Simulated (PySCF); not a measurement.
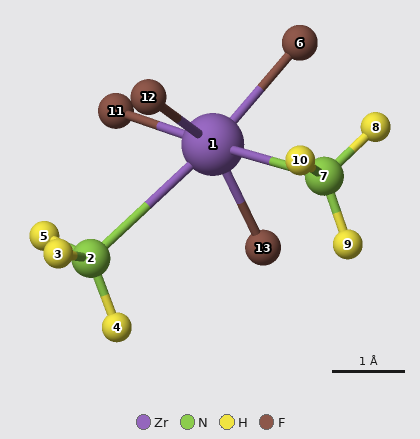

Figure 1. The starting structure (ball-and-stick view, seen at a tilt; atoms are numbered from 1 in the order of the input). Sticks mark near contacts. Bond lengths as drawn: F–Zr 1.75 to 1.98 Å, H–N 1.00 to 1.04 Å and N–Zr 2.35 to 2.37 Å.

**Run report: ZrN₂H₆F₄, geometry relaxation**

- system: ZrN₂H₆F₄ (cis-Zr(NH3)2F4), SMILES [NH3]->[Zr](<-[NH3])([F])([F])([F])[F]
- method: PBE0-D3(BJ)/def2-SVP geometry optimisation, gas phase (PySCF 2.14.0)

It belongs to a series of runs on one base structure; here: cis, NH3.

### Output
```
step   0  E = -559.00367338  max force = 0.141968
step   1  E = -559.03279612  max force = 0.012306
step   2  E = -559.03489937  max force = 0.005063
step   3  E = -559.03532452  max force = 0.002660
step   4  E = -559.03535683  max force = 0.005006
step   5  E = -559.03551402  max force = 0.003117
step   6  E = -559.03556811  max force = 0.001368
step   7  E = -559.03559299  max force = 0.000597
step   8  E = -559.03560718  max force = 0.000392
optimisation converged
```

### Trajectory as extended XYZ (Å, eV, eV/Å), 9 frames, from step=0 to step=8
```
13
Properties=species:S:1:pos:R:3:forces:R:3 step=0 energy=-15211.26474
Zr   -0.5811   -0.0704   -0.6440   -3.3288   7.3003  -1.4860
N    -0.9119   -0.0233    1.7062    0.8834  -1.1737   0.1938
H    -0.5676    0.7857    2.1773    0.3639   0.8490   0.3943
H    -0.5041   -0.8683    2.1522   -0.9414   0.6472  -0.1498
H    -1.9223    0.0297    1.7008   -0.3942  -0.4443   0.2597
F    -0.4763    0.0320   -2.5481    0.1966  -0.1359  -0.9327
N     1.7601   -0.0018   -0.8573   -0.1420  -0.1247  -0.5931
H     1.8134   -0.0785   -1.8876    0.3364  -0.1203   0.6683
H     2.2119   -0.7642   -0.3721    0.4145  -0.3221  -0.2324
H     2.1646    0.8748   -0.5632    0.1190   0.3941   0.0266
F    -2.5572   -0.0075   -0.4908    0.6012  -0.1222  -0.0288
F    -0.1502    1.7720   -0.1381    0.2558   0.3255   0.1237
F    -0.2486   -1.7322   -0.2131    1.6358  -7.0730   1.7563
13
Properties=species:S:1:pos:R:3:forces:R:3 step=1 energy=-15212.05721
Zr   -0.6033   -0.0412   -0.6480   -0.4764   0.4032  -0.1098
N    -0.9726   -0.0140    1.7673    0.3912   0.1186  -0.2530
H    -0.6240    0.8123    2.2475   -0.0035   0.0707  -0.0112
H    -0.6197   -0.8425    2.2400   -0.2964  -0.1007   0.1243
H    -1.9914    0.0239    1.7706   -0.0146  -0.2174   0.1831
F    -0.4702    0.0625   -2.5926   -0.0129  -0.1032   0.5041
N     1.8034   -0.0011   -0.9193   -0.2685  -0.0038   0.1692
H     1.8722   -0.0720   -1.9347    0.1991  -0.0892   0.0199
H     2.2952   -0.7708   -0.4723    0.1381  -0.0788  -0.1683
H     2.2168    0.8812   -0.6264    0.0181   0.0543  -0.0307
F    -2.5458    0.0169   -0.4754    0.4034  -0.0572  -0.1421
F    -0.1346    1.8106   -0.1323   -0.0801  -0.6294  -0.1793
F    -0.1954   -1.9180   -0.2022    0.0025   0.6328  -0.1062
13
Properties=species:S:1:pos:R:3:forces:R:3 step=2 energy=-15212.11444
Zr   -0.6403   -0.0167   -0.6703    0.0451  -0.2027  -0.0048
N    -0.9390   -0.0211    1.7645    0.1349   0.1451  -0.1985
H    -0.5822    0.8065    2.2407   -0.0565  -0.0227   0.0079
H    -0.5964   -0.8536    2.2371   -0.0735  -0.0723   0.0653
H    -1.9575   -0.0031    1.8170   -0.0170  -0.0463   0.1317
F    -0.5155    0.0706   -2.5925    0.0819  -0.0955  -0.0409
N     1.7891   -0.0086   -0.8887   -0.1295   0.0120   0.0856
H     1.9050   -0.0913   -1.8982    0.1252  -0.0181  -0.0397
H     2.2807   -0.7803   -0.4417    0.0409  -0.0099  -0.0632
H     2.2045    0.8741   -0.5948    0.0302  -0.0074  -0.0375
F    -2.5585    0.0301   -0.5366   -0.2073  -0.0513   0.0499
F    -0.1732    1.8102   -0.2082    0.0636   0.1089   0.1166
F    -0.1860   -1.8689   -0.2060   -0.0380   0.2604  -0.0725
13
Properties=species:S:1:pos:R:3:forces:R:3 step=3 energy=-15212.12601
Zr   -0.6439   -0.0134   -0.6719   -0.1080  -0.0900   0.1368
N    -0.9493   -0.0091    1.7657    0.0074  -0.0863  -0.0800
H    -0.6001    0.8214    2.2419   -0.0108  -0.0137  -0.0041
H    -0.6167   -0.8402    2.2514    0.0051  -0.0033   0.0457
H    -1.9674   -0.0014    1.8368   -0.0213   0.0190   0.0488
F    -0.4988    0.0529   -2.5908    0.0502  -0.0255  -0.1122
N     1.7988   -0.0122   -0.9059   -0.0990   0.0321  -0.0298
H     1.9300   -0.0904   -1.9151    0.0333   0.0087  -0.0129
H     2.2983   -0.7881   -0.4745    0.0051   0.0089   0.0237
H     2.2219    0.8666   -0.6109    0.0434  -0.0106   0.0050
F    -2.5704    0.0140   -0.5394   -0.0045  -0.0467   0.0019
F    -0.1933    1.8014   -0.1452    0.1267   0.1212  -0.0329
F    -0.1785   -1.8539   -0.2198   -0.0277   0.0862   0.0100
13
Properties=species:S:1:pos:R:3:forces:R:3 step=4 energy=-15212.12689
Zr   -0.6441   -0.0073   -0.6638   -0.0889   0.2574  -0.0045
N    -0.9723   -0.0201    1.7754   -0.0747  -0.0749  -0.0131
H    -0.6243    0.8047    2.2608    0.0281   0.0156   0.0512
H    -0.6562   -0.8559    2.2676    0.0833   0.0598  -0.0346
H    -1.9904   -0.0099    1.8586   -0.0081   0.0589  -0.0361
F    -0.4689    0.0304   -2.5853   -0.0452  -0.0532  -0.0083
N     1.8033   -0.0065   -0.9243    0.0013  -0.0483  -0.0799
H     1.9437   -0.0973   -1.9325   -0.0505   0.0234   0.0193
H     2.3113   -0.7762   -0.4912    0.0089   0.0101   0.0599
H     2.2352    0.8735   -0.6450    0.0032  -0.0032   0.0346
F    -2.5764    0.0241   -0.5249    0.1347  -0.0220  -0.0528
F    -0.1446    1.8194   -0.1910   -0.0374  -0.1152   0.0660
F    -0.1857   -1.8309   -0.1824    0.0453  -0.1083  -0.0015
13
Properties=species:S:1:pos:R:3:forces:R:3 step=5 energy=-15212.13117
Zr   -0.6501   -0.0073   -0.6715   -0.0317   0.1603  -0.0023
N    -0.9591   -0.0166    1.7691   -0.0844  -0.0508  -0.0158
H    -0.6079    0.8088    2.2521    0.0177   0.0004   0.0210
H    -0.6364   -0.8511    2.2580    0.0655   0.0322  -0.0199
H    -1.9768   -0.0062    1.8582   -0.0034   0.0443  -0.0144
F    -0.4852    0.0289   -2.5945   -0.0030  -0.0377   0.0157
N     1.7976   -0.0075   -0.9114   -0.0017  -0.0279  -0.0675
H     1.9435   -0.0958   -1.9187   -0.0260   0.0151   0.0038
H     2.3010   -0.7785   -0.4747   -0.0066   0.0129   0.0410
H     2.2279    0.8715   -0.6261    0.0010  -0.0059   0.0250
F    -2.5796    0.0207   -0.5419    0.0704  -0.0209  -0.0115
F    -0.1566    1.8146   -0.1819   -0.0155  -0.0565   0.0282
F    -0.1877   -1.8337   -0.1945    0.0176  -0.0655  -0.0033
13
Properties=species:S:1:pos:R:3:forces:R:3 step=6 energy=-15212.13264
Zr   -0.6460   -0.0083   -0.6707    0.0542   0.0156   0.0335
N    -0.9625   -0.0120    1.7644   -0.0439  -0.0193   0.0060
H    -0.6099    0.8136    2.2470    0.0105  -0.0055  -0.0073
H    -0.6331   -0.8442    2.2518    0.0153   0.0011   0.0020
H    -1.9804    0.0019    1.8506    0.0110   0.0038   0.0068
F    -0.4779    0.0238   -2.5924   -0.0032  -0.0145  -0.0327
N     1.7951   -0.0074   -0.9109    0.0165  -0.0053  -0.0204
H     1.9374   -0.0920   -1.9186   -0.0029  -0.0004   0.0051
H     2.2953   -0.7793   -0.4719   -0.0060   0.0054   0.0084
H     2.2250    0.8702   -0.6205    0.0009  -0.0049   0.0098
F    -2.5704    0.0149   -0.5443   -0.0704  -0.0123  -0.0143
F    -0.1579    1.8068   -0.1620    0.0155   0.0299  -0.0025
F    -0.1840   -1.8401   -0.2003    0.0023   0.0065   0.0057
13
Properties=species:S:1:pos:R:3:forces:R:3 step=7 energy=-15212.13332
Zr   -0.6485   -0.0062   -0.6750   -0.0070   0.0231   0.0121
N    -0.9599   -0.0121    1.7610   -0.0307  -0.0045   0.0037
H    -0.6042    0.8129    2.2426    0.0055   0.0013  -0.0098
H    -0.6257   -0.8439    2.2460    0.0008  -0.0020  -0.0073
H    -1.9771    0.0023    1.8534    0.0049  -0.0042   0.0124
F    -0.4789    0.0179   -2.5979    0.0080  -0.0104   0.0075
N     1.7935   -0.0076   -0.9036    0.0102   0.0051  -0.0109
H     1.9413   -0.0938   -1.9104    0.0045  -0.0031   0.0033
H     2.2896   -0.7791   -0.4594   -0.0093  -0.0023  -0.0001
H     2.2232    0.8693   -0.6110   -0.0021  -0.0005   0.0024
F    -2.5763    0.0139   -0.5574    0.0113  -0.0092  -0.0005
F    -0.1609    1.8105   -0.1673    0.0044   0.0045  -0.0101
F    -0.1855   -1.8362   -0.1988   -0.0005   0.0022  -0.0027
13
Properties=species:S:1:pos:R:3:forces:R:3 step=8 energy=-15212.13371
Zr   -0.6479   -0.0038   -0.6765   -0.0034   0.0201   0.0000
N    -0.9654   -0.0116    1.7591   -0.0186   0.0080   0.0039
H    -0.6085    0.8130    2.2403    0.0018   0.0017  -0.0069
H    -0.6284   -0.8434    2.2423   -0.0006  -0.0037  -0.0100
H    -1.9821    0.0017    1.8555    0.0004  -0.0044   0.0085
F    -0.4712    0.0120   -2.5992    0.0037  -0.0055   0.0134
N     1.7950   -0.0078   -0.9003    0.0102   0.0127   0.0005
H     1.9468   -0.0961   -1.9062    0.0026  -0.0026   0.0012
H     2.2874   -0.7795   -0.4523   -0.0093  -0.0046  -0.0012
H     2.2253    0.8686   -0.6069   -0.0004   0.0001  -0.0013
F    -2.5761    0.0120   -0.5663    0.0147  -0.0052  -0.0007
F    -0.1615    1.8145   -0.1719    0.0000  -0.0085  -0.0059
F    -0.1827   -1.8316   -0.1955   -0.0012  -0.0081  -0.0015
```

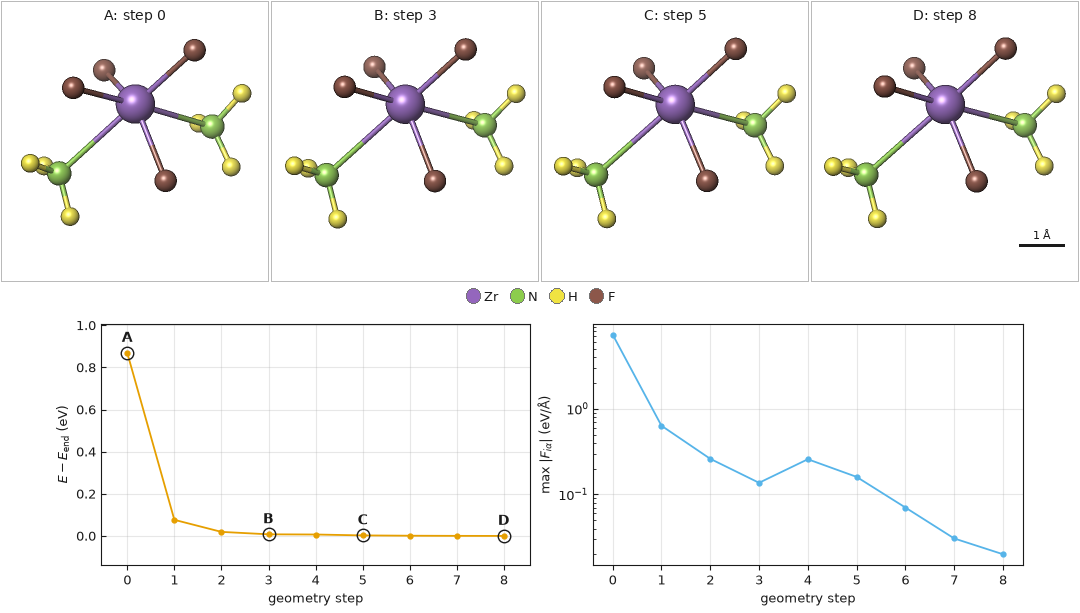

Figure 2. Frames of the relaxation (ball-and-stick view, seen at an oblique angle) above the curves, on which the letters mark them (steps are counted from 0).

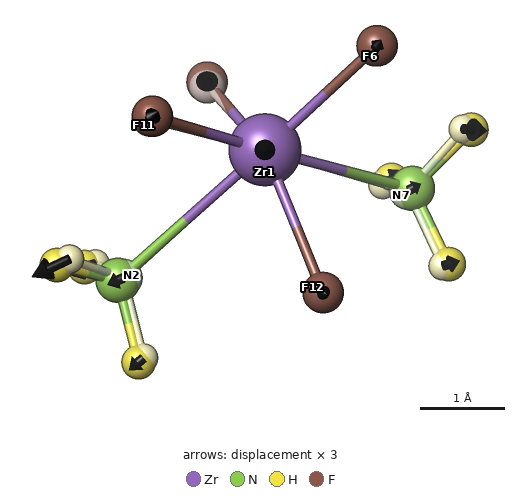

Figure 3. Start (faint) and end (solid) with the displacements as black arrows, magnified 3 times (ball-and-stick view, seen at an oblique angle). The two geometries are laid on each other by the best rigid fit. The atom that moves furthest after the best rigid fit is H5 (0.18 Å). By element the largest moves are H 0.18 Å, F 0.12 Å, Zr 0.10 Å, N 0.07 Å. Distances before and after: Zr1–F13 1.749 → 1.946 Å, Zr1–N7 2.352 → 2.453 Å, Zr1–N2 2.374 → 2.456 Å, Zr1–F11 1.983 → 1.931 Å. Among the angles that change: H4–N2–H5 115.9° → 107.2°, H8–N7–H9 113.5° → 107.2°, Zr1–N7–H8 98.0° → 103.8°. Over 8 geometry steps the energy falls by 0.869 eV. The largest force component goes from 7.3 to 0.02 eV/Å. (Atoms are counted from 1 in the order of the input.)

This output came from the following input.

### Input
```
{"job": {"xc": "PBE0", "basis": "def2-SVP", "d3": "d3bj", "grid": 1, "maxiter": 30, "shake": 0.03, "kind": "geom"}, "charge": 0, "multiplicity": 1}
Zr    -0.581110    -0.070390    -0.644020
N     -0.911920    -0.023340     1.706200
H     -0.567620     0.785710     2.177330
H     -0.504140    -0.868330     2.152170
H     -1.922310     0.029700     1.700780
F     -0.476290     0.031980    -2.548080
N      1.760060    -0.001820    -0.857280
H      1.813440    -0.078460    -1.887630
H      2.211910    -0.764210    -0.372080
H      2.164620     0.874770    -0.563170
F     -2.557220    -0.007530    -0.490840
F     -0.150170     1.772040    -0.138080
F     -0.248620    -1.732240    -0.213110
```

The first line tells a small driver script what to run in PySCF; the rest is the geometry in Å.

Launch command:
```bash
OMP_NUM_THREADS=1 python <driver script> task.json out
```

### Results in brief

- outcome: converged
- total energy: −559.035607 hartree
- dipole moment: 6.60 D
- point group: C1
- hardware: 1 CPU thread, shared host
- wall time: 1.7 min
- peak memory: 0.55 GiB
